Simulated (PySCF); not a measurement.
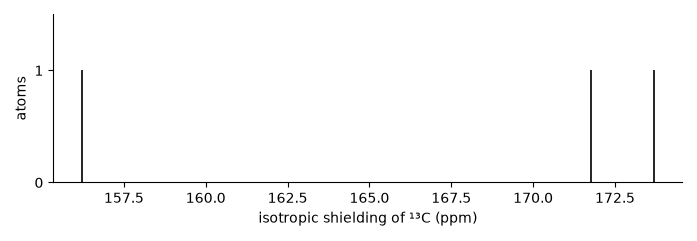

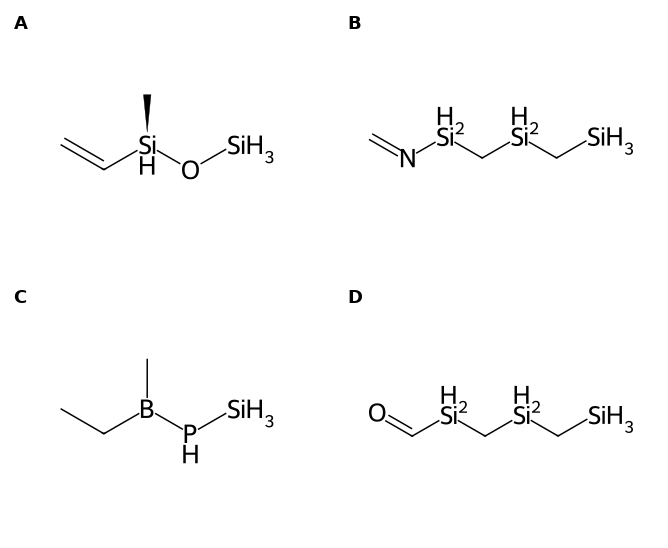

The sticks are computed shieldings of one of the molecules, for one fixed geometry (PBE0-D3(BJ)/def2-SVP) without averaging over rotations. Low shielding means a high chemical shift. Method: GIAO PBE0/pcSseg-1 NMR shielding, non-relativistic, gas phase (PySCF 2.14.0).

> Which molecule gives this pattern?

C, `CCB(C)P[SiH3]`. Its 3 C atoms give lines at 156.2, 171.8, 173.7 ppm.

The geometry is semi-empirical. Around Si such bond lengths and angles can be off by a tenth of an ångström or more and by several degrees, and values that hang on the shape move with them.
